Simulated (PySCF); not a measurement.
## What a change does: NMR shielding calculation on C3H8Si

System: C3H8Si, SMILES [SiH3]C1CC1.
Method of run 1: GIAO PBE0/6-31G* NMR shielding, non-relativistic, gas phase (PySCF 2.14.0).

The geometry comes from this level: PBE0-D3(BJ)/def2-SVP. Text and figures count atoms from 1; the logs count them from 0 in places.

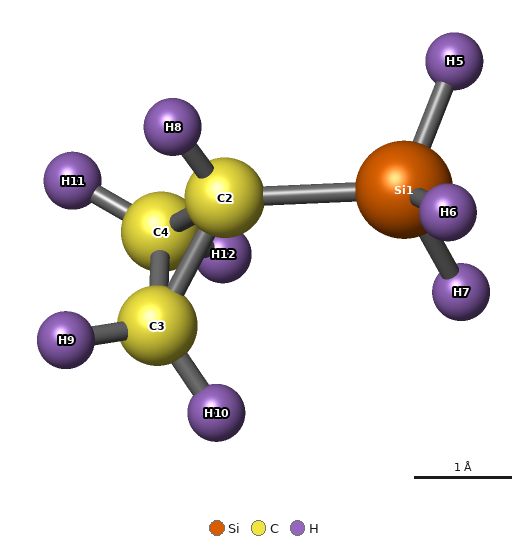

Fig. 1: The input geometry (ball-and-stick view, seen at a tilt; atoms are numbered from 1 in the order of the input). Bond lengths as drawn: C–C 1.49 to 1.51 Å, C–H 1.09 to 1.10 Å, C–Si 1.87 Å and H–Si 1.50 Å.

**The input, run 1**
```
{"job": {"kind": "nmr", "xc": "PBE0", "basis": "6-31G*", "pop": true}, "charge": 0, "multiplicity": 1}
Si     1.745402    -0.216268    -0.385778
C      0.119894    -0.201770     0.529632
C     -1.151803    -0.643670    -0.154248
C     -0.954379     0.798487     0.174813
H      2.703672     0.779466     0.187980
H      2.390245    -1.564901    -0.332583
H      1.489290     0.134823    -1.818858
H      0.187604    -0.451695     1.594853
H     -1.872858    -1.217987     0.433507
H     -1.098923    -0.943159    -1.205511
H     -1.535511     1.230592     0.994394
H     -0.768164     1.495420    -0.648195
```

The first line tells a small driver script what to run in PySCF; the rest is the geometry in Å.

Launched with:
```bash
OMP_NUM_THREADS=1 python <driver script> task.json out
```

Hardware: 1 CPU thread, shared host.

**Output (run 1)**
```
coarse grid: 9848 points
cycle   1  E = -408.3091443366  dE =  2.459e-01  |g| = 3.086e-01  |ddm| = 2.876e+00
cycle   2  E = -408.3003839553  dE =  8.760e-03  |g| = 3.630e-01  |ddm| = 6.592e-01
cycle   3  E = -408.3359959949  dE = -3.561e-02  |g| = 2.214e-02  |ddm| = 3.717e-01
cycle   4  E = -408.3361017152  dE = -1.057e-04  |g| = 8.720e-03  |ddm| = 2.740e-02
cycle   5  E = -408.3361171754  dE = -1.546e-05  |g| = 3.811e-03  |ddm| = 1.018e-02
cycle   6  E = -408.3361208185  dE = -3.643e-06  |g| = 2.196e-04  |ddm| = 3.523e-03
final grid: 88528 points
cycle   7  E = -408.2941011345  dE = -1.364e-05  |g| = 6.506e-03  |ddm| = 1.572e-02
cycle   8  E = -408.2940954706  dE =  5.664e-06  |g| = 8.075e-03  |ddm| = 1.380e-02
cycle   9  E = -408.2941128239  dE = -1.735e-05  |g| = 2.127e-04  |ddm| = 7.601e-03
cycle  10  E = -408.2941128325  dE = -8.601e-09  |g| = 1.097e-04  |ddm| = 2.926e-04
cycle  11  E = -408.2941128354  dE = -2.915e-09  |g| = 2.615e-05  |ddm| = 1.118e-04
cycle  12  E = -408.2941128356  dE = -1.717e-10  |g| = 2.766e-06  |ddm| = 2.912e-05
converged SCF energy = -408.2941128356

GIAO shielding tensors (ppm)
atom      isotropic    diamagn.    paramagn.     s11        s22        s33       span
  0 Si     442.772     881.903    -439.130    403.049    427.137    498.130     95.080
  1 C      202.572     248.740     -46.168    174.222    196.929    236.564     62.343
  2 C      189.095     252.213     -63.118    162.566    184.984    219.735     57.168
  3 C      189.134     251.909     -62.775    162.601    185.026    219.776     57.175
  4 H       27.575      29.008      -1.433     24.199     25.502     33.023      8.824
  5 H       27.577      28.940      -1.363     24.209     25.499     33.024      8.816
  6 H       28.418      30.050      -1.631     24.980     26.873     33.402      8.422
  7 H       32.367      30.027       2.340     25.120     28.600     43.381     18.261
  8 H       31.174      30.148       1.026     25.510     27.130     40.884     15.374
  9 H       31.531      30.983       0.548     25.713     28.734     40.147     14.434
 10 H       31.175      30.169       1.006     25.504     27.138     40.884     15.380
 11 H       31.527      31.013       0.514     25.724     28.721     40.137     14.413
```

For run 2 the input was changed thus:
```diff
-"basis": "6-31G*"
+"basis": "6-311+G(2d,p)"
```

How does run 2 compare with run 1?

The total energy of run 2 is 39.5 kcal/mol lower, which measures the change of basis and not a stability. The HOMO goes from −8.11 to −8.32 eV. The LUMO goes from 1.39 to 0.22 eV. The dipole moment goes from 1.00 to 0.95 D. Of all shieldings, the largest change is that of Si1, by −44.3 ppm. Diffuse functions give room to the loosely bound empty orbitals, which lowers the LUMO. The number of SCF iterations is the same. The basis functions go from 76 to 164.

**Output (run 2)**
```
coarse grid: 9848 points
cycle   1  E = -408.3324282946  dE =  2.340e-01  |g| = 3.182e-01  |ddm| = 2.660e+00
cycle   2  E = -408.3211109337  dE =  1.132e-02  |g| = 3.783e-01  |ddm| = 9.404e-01
cycle   3  E = -408.3580549496  dE = -3.694e-02  |g| = 3.519e-02  |ddm| = 5.229e-01
cycle   4  E = -408.3583139831  dE = -2.590e-04  |g| = 8.781e-03  |ddm| = 3.994e-02
cycle   5  E = -408.3583244010  dE = -1.042e-05  |g| = 5.205e-03  |ddm| = 1.046e-02
cycle   6  E = -408.3583309601  dE = -6.559e-06  |g| = 3.530e-04  |ddm| = 4.984e-03
final grid: 88528 points
cycle   7  E = -408.3570514868  dE = -3.126e-05  |g| = 6.278e-03  |ddm| = 4.577e-02
cycle   8  E = -408.3570450529  dE =  6.434e-06  |g| = 8.064e-03  |ddm| = 1.774e-02
cycle   9  E = -408.3570617271  dE = -1.667e-05  |g| = 2.584e-04  |ddm| = 1.002e-02
cycle  10  E = -408.3570617395  dE = -1.241e-08  |g| = 1.187e-04  |ddm| = 3.836e-04
cycle  11  E = -408.3570617424  dE = -2.935e-09  |g| = 4.908e-05  |ddm| = 1.338e-04
cycle  12  E = -408.3570617430  dE = -5.799e-10  |g| = 4.759e-06  |ddm| = 5.555e-05
converged SCF energy = -408.3570617430

GIAO shielding tensors (ppm)
atom      isotropic    diamagn.    paramagn.     s11        s22        s33       span
  0 Si     398.485     878.985    -480.500    358.512    374.584    462.360    103.848
  1 C      195.471     244.119     -48.648    166.123    189.077    231.214     65.091
  2 C      182.397     248.080     -65.683    154.643    177.636    214.913     60.270
  3 C      182.434     247.932     -65.497    154.666    177.666    214.971     60.304
  4 H       27.067      28.118      -1.051     23.759     24.974     32.469      8.710
  5 H       27.070      28.085      -1.015     23.770     24.971     32.470      8.700
  6 H       28.053      29.037      -0.984     24.745     26.401     33.013      8.268
  7 H       31.865      30.318       1.547     25.034     28.036     42.524     17.490
  8 H       30.838      31.041      -0.203     25.127     26.688     40.698     15.571
  9 H       31.261      31.520      -0.259     25.456     28.319     40.009     14.553
 10 H       30.838      31.071      -0.233     25.118     26.697     40.698     15.580
 11 H       31.257      31.568      -0.312     25.465     28.307     39.997     14.532
```

**The two runs side by side**

```csv
quantity,run 1,run 2
outcome,converged,converged
total energy (hartree),−408.294113,−408.357062
HOMO (eV),−8.11,−8.32
LUMO (eV),1.39,0.22
dipole moment (D),1.00,0.95
shielding of Si1 (ppm),442.8,398.5
shielding of C2 (ppm),202.6,195.5
shielding of C3 (ppm),189.1,182.4
shielding of C4 (ppm),189.1,182.4
shielding of H5 (ppm),27.6,27.1
shielding of H6 (ppm),27.6,27.1
shielding of H8 (ppm),32.4,31.9
SCF iterations,12,12
basis functions,76,164
wall time (shared host),5.5 s,13 s
```
